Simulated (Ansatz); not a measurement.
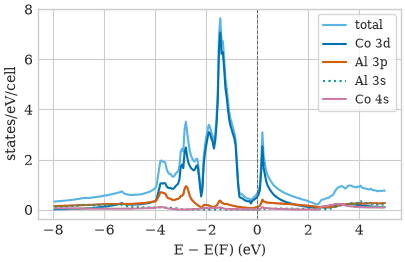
Total and projected density of states of AlCo (CsCl type, Pm-3m), DFT-PBE in the program Ansatz with PAW potentials

Problem. Which orbitals carry the states next to the Fermi level?

Solution. Within 0.5 eV of the Fermi level: Co 3d 77 %, Al 3p 16 %. Projections are on Löwdin-orthogonalised atomic valence shells; empty p or d shells of many metals are not among them.

Problem. Where is the tallest occupied peak in this window, and what makes it?

Solution. Near -1.4 eV, about 7.6 states/eV per cell; the largest projected share is Co 3d.

The PBE relaxation kept the symmetry of its start; phonons on a q-mesh show no instability. The run is not spin-polarised.

Potentials: the later of the program's two PAW sets.
